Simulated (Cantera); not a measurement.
A closed system holds: 1 mol SiH₂Cl₂, 9.8 mol N₂, equilibrated at 1 atm.

Equilibrium computed with Cantera from the NASA thermochemical tables; the gas is ideal and each condensed phase is pure. Candidate condensed phases: NH₄Cl, Si, Si₃N₄; 28 gas species. N₂ is the only nitrogen source here; it is nearly inert below about 1500 K, so the nitride shown seldom forms there in practice. The tables' values for SiCl₃ are old estimates; treat these amounts as uncertain. Equilibrium is a limit: real reactors are often held back by kinetics, nucleation or transport.

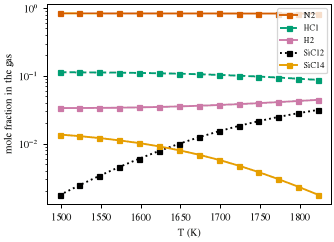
Figure: Equilibrium gas composition (values under 1e-9 drawn at 1e-9)

**Question.** Read off the mole fractions at 1548 K.

**Answer.** N₂ about 0.83, HCl about 0.11, H₂ about 0.034, SiCl₄ about 0.012, SiCl₂ about 0.0033.
